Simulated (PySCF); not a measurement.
# Run report: C₃H₉NSi, excited-state calculation

System: C₃H₉NSi.
Method: TDDFT PBE0/6-31+G*, vertical, gas phase, core orbitals frozen in the response (PySCF 2.14.0).

The geometry comes from this level: PBE0-D3(BJ)/def2-SVP.

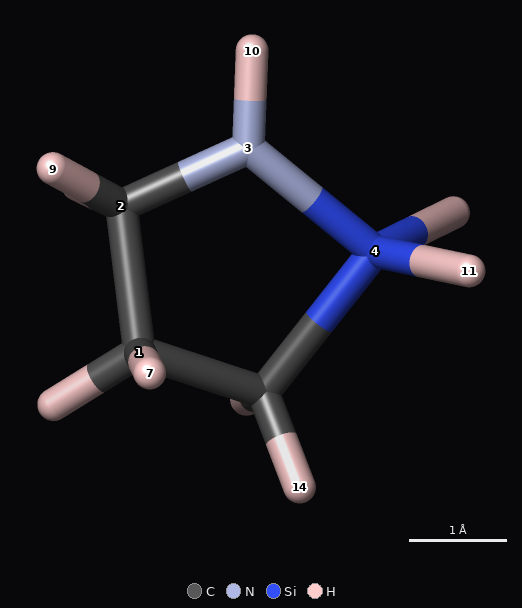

**Figure 1.** The structure (stick view, seen at a tilt; atoms are numbered from 1 in the order of the input).

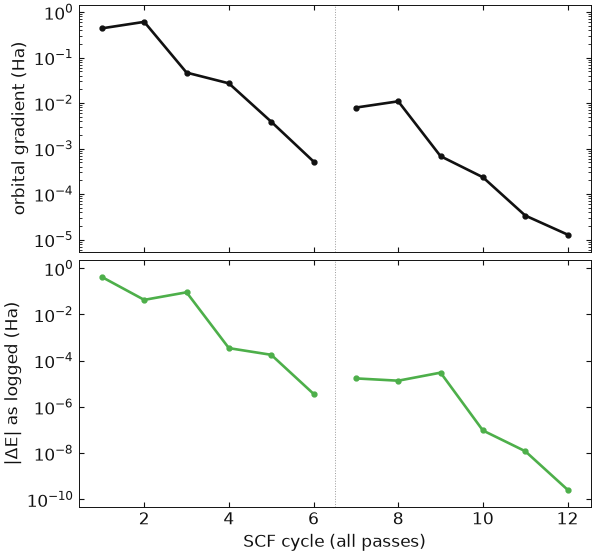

**Figure 2.** Convergence of the self-consistent field: orbital gradient and size of the energy change against the SCF cycle. The dotted line marks the change from a coarse to the final integration grid. The first 6 cycles use a coarse grid, the final grid takes over at cycle 7, and the field converges after 12 cycles in all.

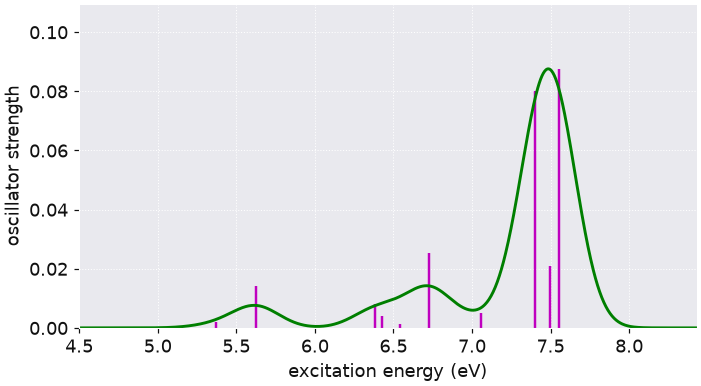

**Figure 3.** Computed excitations as sticks (degenerate states added up, dark ones marked on the axis), with a Gaussian envelope of 0.35 eV full width at half maximum, scaled to the tallest. Of the 10 states the lowest lies at 5.37 eV (f = 0.002); the strongest line is at 7.55 eV, or 164 nm (f = 0.088).

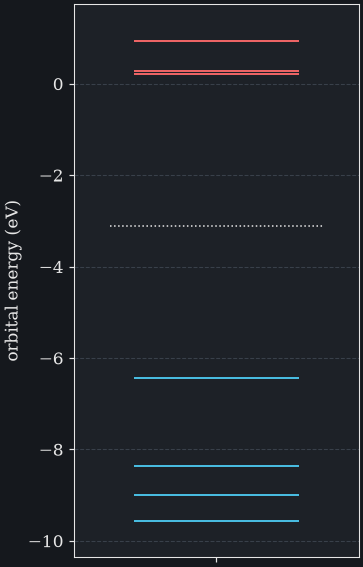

**Figure 4.** Orbital energies near the frontier; the dotted line parts filled from empty levels, and levels within 0.02 eV of each other stand side by side. Highest filled −6.44 eV, lowest empty 0.21 eV, 6.65 eV apart.

These pictures come from the run below.

Input
```
{"job": {"kind": "uv", "xc": "PBE0", "basis": "6-31+G*"}, "charge": 0, "multiplicity": 1}
C     -0.545885    -1.079377     0.344567
C     -1.329614     0.154497    -0.107761
N     -0.448775     1.293788     0.073851
Si     1.238378     0.892315     0.015988
C      0.899551    -0.959532    -0.162555
H     -1.034531    -2.005902     0.002478
H     -0.540773    -1.104534     1.447419
H     -1.648977     0.027522    -1.164156
H     -2.252694     0.261477     0.488897
H     -0.861901     2.212000    -0.011705
H      1.996580     1.279744     1.251127
H      1.994749     1.475802    -1.141569
H      0.963566    -1.224516    -1.231968
H      1.593817    -1.618310     0.379201
```

The first line tells a small driver script what to run in PySCF; the rest is the geometry in Å.

Launch command:
```bash
OMP_NUM_THREADS=1 python <driver script> task.json out
```

Log
```
coarse grid: 11528 points
cycle   1  E = -463.6510772573  dE =  4.181e-01  |g| = 4.379e-01  |ddm| = 3.476e+00
cycle   2  E = -463.6083789435  dE =  4.270e-02  |g| = 6.074e-01  |ddm| = 1.420e+00
cycle   3  E = -463.6992083071  dE = -9.083e-02  |g| = 4.665e-02  |ddm| = 9.465e-01
cycle   4  E = -463.6995561601  dE = -3.479e-04  |g| = 2.709e-02  |ddm| = 9.877e-02
cycle   5  E = -463.6997348208  dE = -1.787e-04  |g| = 3.886e-03  |ddm| = 4.498e-02
cycle   6  E = -463.6997384690  dE = -3.648e-06  |g| = 5.192e-04  |ddm| = 7.951e-03
final grid: 104896 points
cycle   7  E = -463.6484829705  dE = -1.702e-05  |g| = 7.954e-03  |ddm| = 3.899e-02
cycle   8  E = -463.6484694323  dE =  1.354e-05  |g| = 1.091e-02  |ddm| = 2.307e-02
cycle   9  E = -463.6484996480  dE = -3.022e-05  |g| = 6.791e-04  |ddm| = 1.399e-02
cycle  10  E = -463.6484997427  dE = -9.466e-08  |g| = 2.340e-04  |ddm| = 1.038e-03
cycle  11  E = -463.6484997547  dE = -1.199e-08  |g| = 3.373e-05  |ddm| = 4.329e-04
cycle  12  E = -463.6484997549  dE = -2.581e-10  |g| = 1.287e-05  |ddm| = 1.019e-04
converged SCF energy = -463.6484997549

Static polarisability (au): isotropic 64.443, principal 58.893 61.604 72.832

Singlet excitations
state   eV       nm        f      main configurations
  1   5.3721    230.8   0.00215   H->L 0.73, H->L+1 0.25
  2   5.6230    220.5   0.01409   H->L+1 0.71, H->L 0.25
  3   6.3803    194.3   0.00816   H->L+3 0.93
  4   6.4285    192.9   0.00408   H->L+2 0.92
  5   6.5432    189.5   0.00121   H->L+4 0.78, H->L+5 0.10
  6   6.7265    184.3   0.02519   H->L+5 0.83, H->L+4 0.13
  7   7.0560    175.7   0.00495   H->L+6 0.90
  8   7.4024    167.5   0.08025   H->L+7 0.93
  9   7.4981    165.4   0.02099   H-1->L 0.89
 10   7.5544    164.1   0.08758   H-1->L+1 0.89

Triplet excitations (Tamm-Dancoff, eV): 5.1495 5.5002 6.3019 6.3444
```

Key numbers

| quantity | value |
| --- | --- |
| outcome | converged |
| total energy | −463.648500 hartree |
| HOMO | −6.44 eV |
| LUMO | 0.21 eV |
| dipole moment | 0.94 D |
| mean polarisability | 64.44 a.u. |
| lowest singlet excitation | 5.37 eV |
| hardware | 1 CPU thread, shared host |
| wall time | 11 s |
| peak memory | 0.65 GiB |
